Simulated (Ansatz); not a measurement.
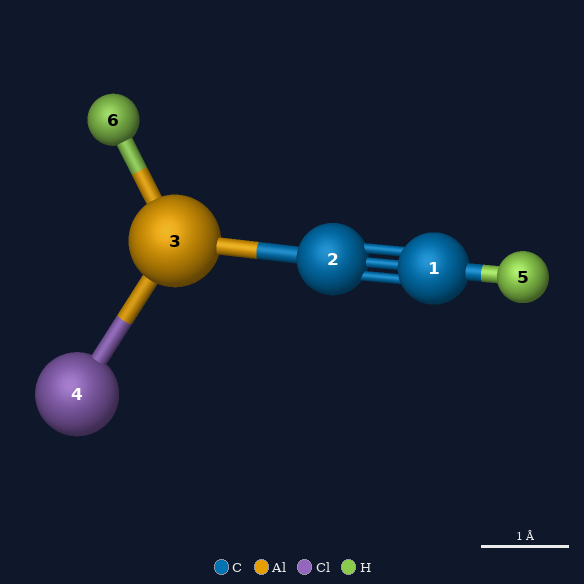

The picture comes from a calculation with Ansatz.

Geometry: moved along internal coordinates away from the minimum.

**Describe the coordination of atom 2.**

C2 has 2 neighbours (C1 at 1.21, Al3 at 1.89 Å); the arrangement is linear.

**What is the geometry at Al3?**

Al3 has 3 neighbours (C2 at 1.89, Cl4 at 2.14, H6 at 1.57 Å); the arrangement is trigonal planar.

**What is the geometry at C1?**

C1 has 2 neighbours (C2 at 1.21, H5 at 1.07 Å); the arrangement is linear.
